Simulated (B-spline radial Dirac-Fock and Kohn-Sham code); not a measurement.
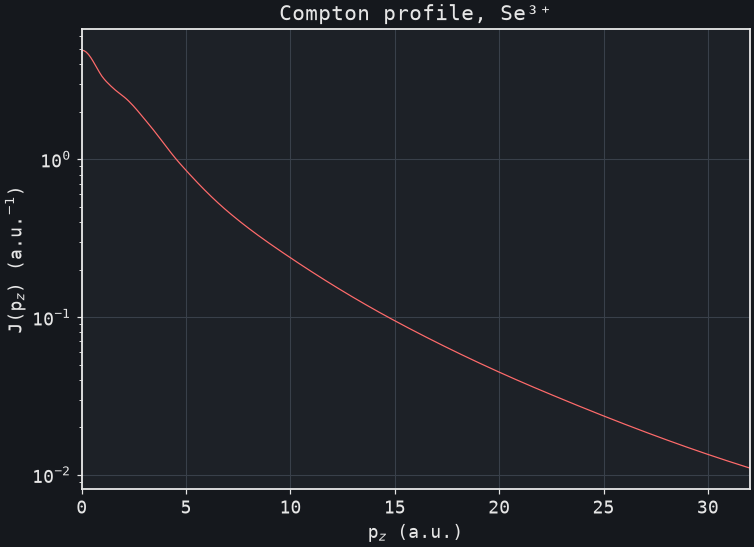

Fig. 1. The total Compton profile J(pz). The figure is for the ion Se³⁺, configuration [Ar] 3d10 4s2 4p1. The calculation used the impulse approximation on the Dirac–Fock momentum density (average of configuration) (a B-spline radial code).

Describe what the figure shows.

J(0) = 4.91 a.u.⁻¹; the profile falls to half at pz ≈ 2.1 a.u. and is 2.37 at 2.2 a.u. and 0.940 at 4.7 a.u. Its area over all pz is the number of electrons, 31.
